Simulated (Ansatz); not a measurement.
**Geometry relaxation, with input and output: Al₂BH₅O (part 1 of 2)**

The run: geometry relaxation of Al₂BH₅O. Method and program: RKS B3LYP-D4/def2-SVP (Ansatz 0.2.0).

It belongs to a series of runs on one base structure; here: end point B relaxed. Figures and captions count atoms from 1; the log counts them from 0 in places.

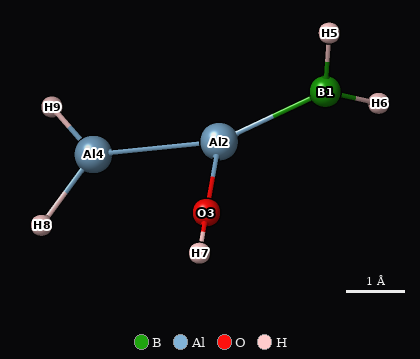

*The input geometry (ball-and-stick view, seen at a tilt; atoms are numbered from 1 in the order of the input). Sticks mark near contacts.*

Bond lengths as drawn: Al–Al 2.56 Å, Al–B 2.09 Å, Al–H 1.59 Å, Al–O 1.66 Å, B–H 1.18 Å and H–O 0.95 Å.

**Summary**

| quantity | value |
| --- | --- |
| outcome | converged |
| total energy | −15993.2074 eV |
| mean-field energy | −15992.9771 eV |
| largest force (length of the vector) at the end | 0.015 eV/Å |
| hardware | 1 thread of Arm Neoverse V1, 24 GiB of memory available, shared host |
| wall time | 92 s |
| peak memory | 0.17 GiB |

**The input**
```yaml
crystal:
  periodic: [false, false, false]
  atoms:
    - { symbol: B, position_ang: [-0.0478, 2.12748, -1.02528] }
    - { symbol: Al, position_ang: [-0.05211, 0.26211, -0.0867] }
    - { symbol: O, position_ang: [-1.37993, 0.1994, 0.91383] }
    - { symbol: Al, position_ang: [0.90519, -2.06372, 0.39157] }
    - { symbol: H, position_ang: [-0.41053, 2.23885, -2.14246] }
    - { symbol: H, position_ang: [0.69787, 2.97734, -0.68841] }
    - { symbol: H, position_ang: [-2.13582, 0.16718, 1.48677] }
    - { symbol: H, position_ang: [0.14395, -2.88532, 1.52234] }
    - { symbol: H, position_ang: [2.09192, -2.93464, -0.19629] }
basis:
  gaussian: { orbitals: def2-SVP }
hamiltonian:
  xc: b3lyp
  dispersion: d4
relax:
  f_tol: 0.015
  max_steps: 40
output:
  orbitals: {}
```

Run as:
```bash
ansatz run input.yaml --threads 1 --pin off --max-ram 2048MiB --backend cpu --events-out ev --progress --plain --runs-dir out
```

**The program's output**
```
The last accepted step is kept in [file] (removed where the run ends without a failure and the disk answers)
Engine: ansatz 0.2.0, aarch64-unknown-linux-gnu
Functional definition: B3LYP
  parameter a0 = 0.2
  parameter ax = 0.72
  parameter ac = 0.81
  exchange = (1 - a0 - ax)*slater_x + ax*b88_x + a0*exact_x
  correlation = (1 - ac)*vwn_rpa_c + ac*lyp_c
919 factors; integrals over basis functions are off by at most 3.2e-4 eV
mean field evaluation 1: about -15985.2761 eV, gradient 5.9e1 eV
mean field evaluation 2: about -15913.5683 eV, gradient 1.6e2 eV
mean field evaluation 4: about -15992.2996 eV, gradient 6.1e0 eV
mean field evaluation 8: about -15992.4430 eV, gradient 3.4e-1 eV
mean field evaluation 16: about -15992.4434 eV, gradient 3.1e-5 eV
mean field -15992.44343474 eV, -587.7114561592 hartree, gradient 3.1e-5 eV, S^2 0.000000; 0 other end points of the search recorded, 0 dependent functions left out
the calculation of the forces begins
reference -15992.44372609 eV, -587.7114668662 hartree; 22, 22 occupied and 67, 67 virtual orbitals, 919 factors
relax step   1: F+E_penalty+E_count = -15992.68214782 eV  Δ(F+E_penalty+E_count) = +0.000e0 eV  max|allowed force component| = 1.315e0 eV/Å  Δτ_max = 0.0000 Å  (26 SCF iters, accepted)
these checks for a lower state are left out or cut short: starts, cluster_reference, orbital_swaps, neighbouring_geometries, increment
919 factors; integrals over basis functions are off by at most 3.1e-4 eV
mean field -15992.72143655 eV, -587.7216725372 hartree, gradient 5.9e-6 eV, S^2 0.000000; 0 other end points of the search recorded, 0 dependent functions left out
[... from here on the field's lines of each further geometry are left out, up to the last ...]
relax step   2: F+E_penalty+E_count = -15992.95713761 eV  Δ(F+E_penalty+E_count) = -2.750e-1 eV  max|allowed force component| = 5.261e-1 eV/Å  Δτ_max = 0.1950 Å  (29 SCF iters, accepted)
relax step   3: F+E_penalty+E_count = -15992.99947311 eV  Δ(F+E_penalty+E_count) = -4.234e-2 eV  max|allowed force component| = 1.812e-1 eV/Å  Δτ_max = 0.1946 Å  (28 SCF iters, accepted)
relax step   4: F+E_penalty+E_count = -15993.03472965 eV  Δ(F+E_penalty+E_count) = -3.526e-2 eV  max|allowed force component| = 2.702e-1 eV/Å  Δτ_max = 0.1825 Å  (29 SCF iters, accepted)
relax step   5: F+E_penalty+E_count = -15993.06804809 eV  Δ(F+E_penalty+E_count) = -3.332e-2 eV  max|allowed force component| = 3.074e-1 eV/Å  Δτ_max = 0.2000 Å  (30 SCF iters, accepted)
relax step   6: F+E_penalty+E_count = -15993.09107562 eV  Δ(F+E_penalty+E_count) = -2.303e-2 eV  max|allowed force component| = 3.035e-1 eV/Å  Δτ_max = 0.1995 Å  (29 SCF iters, accepted)
relax step   7: F+E_penalty+E_count = -15993.09408216 eV  Δ(F+E_penalty+E_count) = -3.007e-3 eV  max|allowed force component| = 1.835e-1 eV/Å  Δτ_max = 0.1017 Å  (28 SCF iters, accepted)
relax step   8: F+E_penalty+E_count = -15993.09559516 eV  Δ(F+E_penalty+E_count) = -1.513e-3 eV  max|allowed force component| = 9.013e-2 eV/Å  Δτ_max = 0.0350 Å  (28 SCF iters, accepted)
relax step   9: F+E_penalty+E_count = -15993.09856026 eV  Δ(F+E_penalty+E_count) = -2.965e-3 eV  max|allowed force component| = 1.183e-1 eV/Å  Δτ_max = 0.0243 Å  (28 SCF iters, accepted)
relax step  10: F+E_penalty+E_count = -15993.13236974 eV  Δ(F+E_penalty+E_count) = -3.381e-2 eV  max|allowed force component| = 7.524e-1 eV/Å  Δτ_max = 0.1926 Å  (28 SCF iters, accepted)
relax step  11: F+E_penalty+E_count = -15993.03857797 eV  Δ(F+E_penalty+E_count) = +9.379e-2 eV  max|allowed force component| = 1.922e0 eV/Å  Δτ_max = 0.1922 Å  (28 SCF iters, rejected (line search))
relax step  12: F+E_penalty+E_count = -15993.16183868 eV  Δ(F+E_penalty+E_count) = -2.947e-2 eV  max|allowed force component| = 4.626e-1 eV/Å  Δτ_max = 0.0961 Å  (27 SCF iters, accepted)
relax step  13: F+E_penalty+E_count = -15993.18287459 eV  Δ(F+E_penalty+E_count) = -2.104e-2 eV  max|allowed force component| = 2.952e-1 eV/Å  Δτ_max = 0.1000 Å  (28 SCF iters, accepted)
relax step  14: F+E_penalty+E_count = -15993.16242372 eV  Δ(F+E_penalty+E_count) = +2.045e-2 eV  max|allowed force component| = 5.635e-1 eV/Å  Δτ_max = 0.1500 Å  (28 SCF iters, rejected (line search))
relax step  15: F+E_penalty+E_count = -15993.19467128 eV  Δ(F+E_penalty+E_count) = -1.180e-2 eV  max|allowed force component| = 2.534e-1 eV/Å  Δτ_max = 0.0731 Å  (28 SCF iters, accepted)
relax step  16: F+E_penalty+E_count = -15993.19972514 eV  Δ(F+E_penalty+E_count) = -5.054e-3 eV  max|allowed force component| = 1.730e-1 eV/Å  Δτ_max = 0.0750 Å  (29 SCF iters, accepted)
relax step  17: F+E_penalty+E_count = -15993.20466047 eV  Δ(F+E_penalty+E_count) = -4.935e-3 eV  max|allowed force component| = 1.247e-1 eV/Å  Δτ_max = 0.0892 Å  (28 SCF iters, accepted)
relax step  18: F+E_penalty+E_count = -15993.20648705 eV  Δ(F+E_penalty+E_count) = -1.827e-3 eV  max|allowed force component| = 1.005e-2 eV/Å  Δτ_max = 0.0282 Å  (25 SCF iters, accepted)
relax step  19: F+E_penalty+E_count = -15993.20674953 eV  Δ(F+E_penalty+E_count) = -2.625e-4 eV  max|allowed force component| = 1.682e-2 eV/Å  Δτ_max = 0.0246 Å  (24 SCF iters, accepted)
relax step  20: F+E_penalty+E_count = -15993.20678449 eV  Δ(F+E_penalty+E_count) = -3.496e-5 eV  max|allowed force component| = 3.119e-2 eV/Å  Δτ_max = 0.0416 Å  (25 SCF iters, accepted)
relax step  21: F+E_penalty+E_count = -15993.20690792 eV  Δ(F+E_penalty+E_count) = -1.234e-4 eV  max|allowed force component| = 3.240e-2 eV/Å  Δτ_max = 0.0194 Å  (23 SCF iters, accepted)
the calculation of the forces begins
reference -15992.97712212 eV, -587.7310688086 hartree; 22, 22 occupied and 67, 67 virtual orbitals, 919 factors
relax step  22: F+E_penalty+E_count = -15993.20707161 eV  Δ(F+E_penalty+E_count) = -1.637e-4 eV  max|allowed force component| = 1.103e-2 eV/Å  Δτ_max = 0.0077 Å  (23 SCF iters, accepted)
919 factors; integrals over basis functions are off by at most 3.9e-4 eV
mean field evaluation 160: about -15923.3469 eV, gradient 1.6e2 eV
```

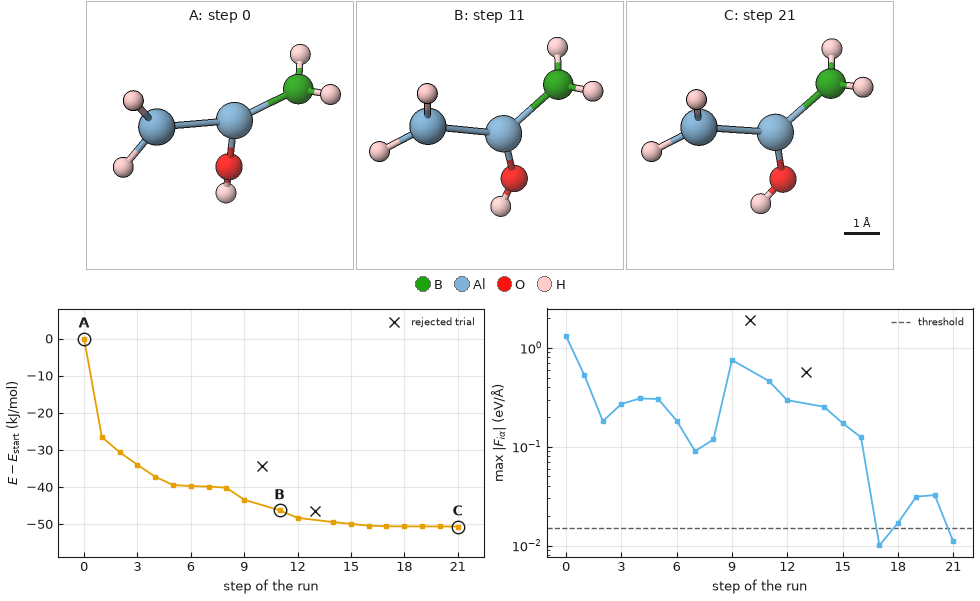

*Frames of the relaxation (ball-and-stick view, seen at a tilt) above the curves, on which the letters mark them (the first geometry is step 0 here and step 1 in the log).*

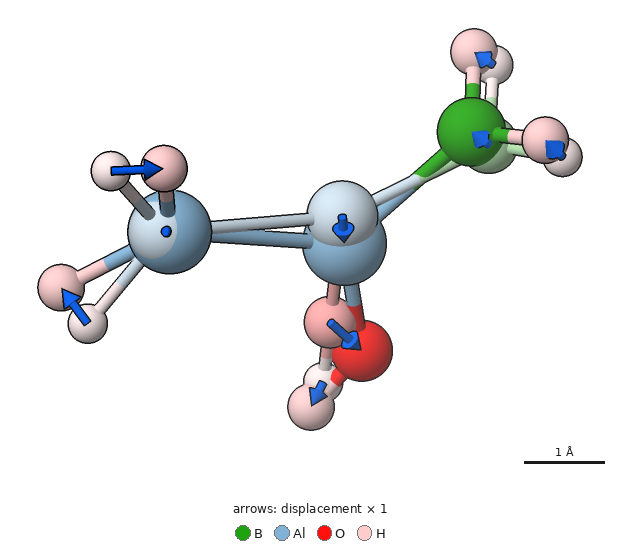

*Start (faint) and end (solid) with the displacements as blue arrows, at true length (ball-and-stick view, seen at a tilt). The two geometries are laid on each other by the best rigid fit.*

H9 moves most after the best rigid fit: 0.67 Å. By element the largest moves are H 0.67 Å, O 0.63 Å, Al 0.44 Å, B 0.33 Å. Among the contacts that change: Al2–O3 1.664 → 1.722 Å, Al2–Al4 2.560 → 2.617 Å, B1–Al2 2.088 → 2.123 Å, B1–H5 1.180 → 1.212 Å. Among the angles that change: Al2–O3–H7 179.7° → 125.6°, B1–Al2–Al4 153.5° → 125.3°, O3–Al2–Al4 98.7° → 118.9°. The energy falls by 50.6 kJ/mol in 21 geometry steps. Largest force component: 1.3 eV/Å at the start, 0.011 eV/Å at the end. The line search rejected the trial steps at points 10, 13 (counted from 0) and went back. (Atoms are counted from 1 in the order of the input.)

```
mean field -15992.97682335 eV, -587.7310578290 hartree, gradient 1.3e-5 eV, S^2 0.000000; 1 other end points of the search recorded, 0 dependent functions left out
the calculation of the forces begins
reference -15992.97712212 eV, -587.7310688086 hartree; 22, 22 occupied and 67, 67 virtual orbitals, 919 factors
Total energy: -15993.20737038 eV, -587.7395302761 hartree
Atom 0 at     0.240471     1.929289    -1.055319 Å, force     0.001948     0.001615     0.006683 eV/Å
Atom 1 at    -0.415785     0.310023     0.150045 Å, force    -0.006278    -0.001427    -0.004170 eV/Å
Atom 2 at    -1.907179     0.547632     0.978064 Å, force     0.006574    -0.001301    -0.001121 eV/Å
Atom 3 at     0.824256    -1.980100     0.411721 Å, force     0.009137     0.007939    -0.002794 eV/Å
Atom 4 at    -0.071665     2.035309    -2.221288 Å, force     0.002179     0.000546     0.000521 eV/Å
Atom 5 at     1.009174     2.780743    -0.664600 Å, force    -0.004675    -0.007054    -0.001664 eV/Å
Atom 6 at    -2.323089    -0.083167     1.573366 Å, force    -0.002428     0.002227    -0.000664 eV/Å
Atom 7 at     0.636366    -2.902043     1.705319 Å, force     0.004572    -0.000635    -0.007042 eV/Å
Atom 8 at     1.820192    -2.549005    -0.701939 Å, force    -0.011028    -0.001910     0.010251 eV/Å
Dipole moment:    -0.065069    -0.086752     0.098904 e Å
```

**Trajectory as extended XYZ (Å, eV, eV/Å), 22 frames, from step=1 to step=22**
```
9
Properties=species:S:1:pos:R:3:forces:R:3 step=1 energy=-15992.68215
B    -0.0478    2.1275   -1.0253    1.3149  -0.9622  -0.5084
Al   -0.0521    0.2621   -0.0867    0.0051   0.0785  -0.0073
O    -1.3799    0.1994    0.9138   -0.8907  -0.0871   0.6760
Al    0.9052   -2.0637    0.3916    0.2481  -0.2750  -0.0442
H    -0.4105    2.2388   -2.1425   -0.7269   0.3215  -0.5873
H     0.6979    2.9773   -0.6884    0.0822   0.8632   0.4799
H    -2.1358    0.1672    1.4868   -0.0750  -0.0522   0.0822
H     0.1439   -2.8853    1.5223   -0.1573   0.0772   0.1114
H     2.0919   -2.9346   -0.1963    0.1995   0.0362  -0.2022
9
Properties=species:S:1:pos:R:3:forces:R:3 step=2 energy=-15992.95714
B     0.1124    2.0565   -1.1109   -0.1237   0.5261  -0.1708
Al   -0.0821    0.2431   -0.0515    0.3114  -0.2156  -0.1126
O    -1.4237    0.1955    0.9476   -0.3121   0.1345   0.1467
Al    0.9287   -2.0920    0.3893    0.0155  -0.0613   0.0228
H    -0.4711    2.2809   -2.1631    0.1934  -0.1204   0.1605
H     0.6749    3.0450   -0.6591   -0.0136  -0.2570  -0.1049
H    -2.1796    0.1676    1.5170   -0.2029   0.0060   0.1489
H     0.1291   -2.8731    1.5314   -0.0131  -0.0165   0.0386
H     2.1242   -2.9350   -0.2254    0.1450   0.0043  -0.1293
9
Properties=species:S:1:pos:R:3:forces:R:3 step=3 energy=-15992.99947
B     0.1039    2.0134   -1.0820    0.0300   0.1331  -0.0840
Al   -0.1336    0.2048    0.0065    0.0365   0.0480  -0.0623
O    -1.5156    0.2831    0.9688   -0.1812   0.0060   0.1243
Al    0.9925   -2.1189    0.3559   -0.1482   0.0159   0.0917
H    -0.4419    2.2194   -2.1492    0.0672  -0.0565   0.0476
H     0.6999    2.9810   -0.6492    0.0066  -0.0927  -0.0267
H    -2.2933    0.3255    1.5175    0.0858  -0.0369  -0.0420
H     0.1947   -2.8974    1.5050    0.0780  -0.1027   0.0104
H     2.2062   -2.9221   -0.2978    0.0252   0.0857  -0.0589
9
Properties=species:S:1:pos:R:3:forces:R:3 step=4 energy=-15993.03473
B     0.1214    1.9923   -1.0846    0.0731  -0.0753  -0.0137
Al   -0.1775    0.2001    0.0369   -0.2702   0.0848   0.1451
O    -1.5792    0.3319    0.9857   -0.0764  -0.0042   0.0547
Al    0.9547   -2.1332    0.3870    0.0323  -0.0788   0.0420
H    -0.3934    2.1823   -2.1654    0.0104  -0.0252  -0.0133
H     0.7461    2.9425   -0.6649    0.0229  -0.0151   0.0091
H    -2.3651    0.4026    1.5259    0.2449  -0.0486  -0.1533
H     0.2883   -3.0509    1.5362    0.1184   0.0643  -0.1454
H     2.2174   -2.7789   -0.3816   -0.1555   0.0983   0.0749
9
Properties=species:S:1:pos:R:3:forces:R:3 step=5 energy=-15993.06805
B     0.1645    1.9046   -1.0707   -0.0864   0.1062  -0.0266
Al   -0.2897    0.2071    0.1068    0.0760   0.0473   0.0061
O    -1.6845    0.3692    1.0338    0.1840  -0.0301  -0.1369
Al    0.9521   -2.0525    0.3835   -0.0459  -0.1763   0.0015
H    -0.2925    2.0678   -2.1809    0.0588  -0.0051  -0.0505
H     0.8395    2.8272   -0.6703    0.0669  -0.0055  -0.0267
H    -2.4620    0.4468    1.5643   -0.3074   0.0002   0.2196
H     0.4012   -3.0770    1.4826    0.0393  -0.0038   0.0204
H     2.1841   -2.6045   -0.4738    0.0145   0.0671  -0.0069
9
Properties=species:S:1:pos:R:3:forces:R:3 step=6 energy=-15993.09108
B     0.1890    1.8767   -1.0715    0.0230  -0.0340   0.0263
Al   -0.3569    0.2356    0.1703    0.0702   0.0047  -0.0898
O    -1.7640    0.3985    1.0758   -0.3035   0.0779   0.1756
Al    0.9121   -2.0350    0.3848   -0.0009   0.0529  -0.0113
H    -0.1815    1.9802   -2.2215    0.0133   0.0073   0.0061
H     0.9309    2.7621   -0.7024   -0.0020   0.0033  -0.0230
H    -2.5485    0.4191    1.6183    0.1668  -0.0477  -0.0882
H     0.4879   -3.1214    1.4766    0.0210  -0.0293   0.0009
H     2.1438   -2.4269   -0.5551    0.0121  -0.0351   0.0033
```
